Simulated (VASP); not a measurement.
Band structure of Cd₂SnO₄ (space group Pbam). Computed with LDA (Ceperley-Alder, Perdew-Zunger), VASP's LDA PAW potentials (set 64) (plane waves; VASP).

Unless said otherwise, spin-orbit coupling is left out, though it shifts the bands of the heavy elements here.

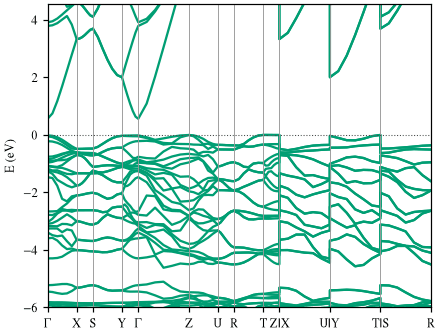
*Bands along high-symmetry lines, zero at the valence-band maximum or, without a gap, the Fermi level*

### Question
Read the plot: is there a gap, and where are the band edges?

### Answer
The gap is indirect, 0.56 eV, from the valence maximum at T-Z at 0.17 to the conduction minimum at Γ. (Edges off the drawn lines would not show.)

The structure comes from a computed database's Cd2SnO4 entry (Pbam); how it stands against other phases isn't given here. It was relaxed first.
